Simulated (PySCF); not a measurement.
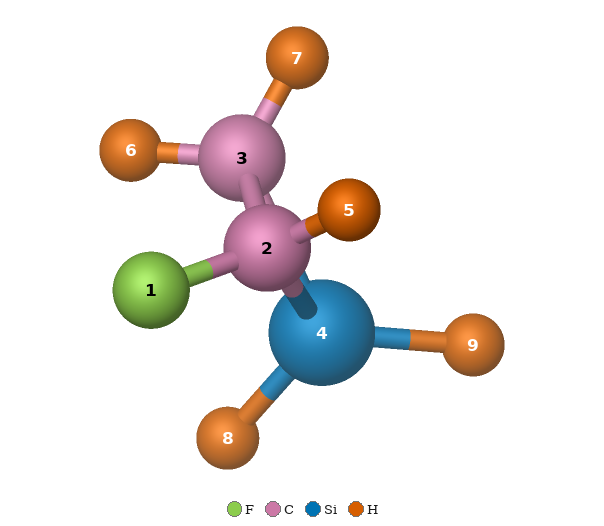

Computed geometry: PBE0-D3(BJ)/def2-SVP optimisation. No frequency run is at hand to confirm it as a minimum.

**What is the dihedral angle F1–C2–C3–Si4?**

115° in size, that is anticlinal.
